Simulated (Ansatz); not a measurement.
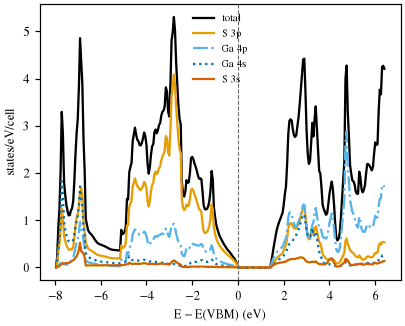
Fig. 1. Total and projected density of states of GaS in space group R-3m (No. 166; Ga on 6c, S on 6c), plane-wave PAW LDA (Ansatz code)

**Question.** Which orbitals carry the states next to the gap?

**Answer.** Top 1 eV of the valence band: S 3p 70 %, Ga 4p 19 %, Ga 4s 7 %. Bottom 1 eV of the conduction band: Ga 4p 38 %, S 3p 28 %, Ga 4s 17 %, S 3s 7 %, outside the projected shells 9 %. Projections are on Löwdin-orthogonalised atomic valence shells; empty p or d shells of many metals are not among them.

**Question.** Where is the tallest occupied peak in this window, and what makes it?

**Answer.** Near -2.8 eV, about 5.3 states/eV per cell; the largest projected share is S 3p.

The first step of the workflow began from a Materials Project structure, measured or hypothetical; the Crystallography Open Database copy checked does not list it. COD files the formula under space group No. 194. Whether it is the stable phase at ambient conditions was not checked. The LDA relaxation kept the symmetry of its start; whether a distortion lowers the energy is not shown. A crystal of weakly bound layers computed without a dispersion correction: the cell and the soft elastic constants depend strongly on that. Spin–orbit coupling is left out wherever it is not named.

Potentials: the later of the program's two PAW sets.
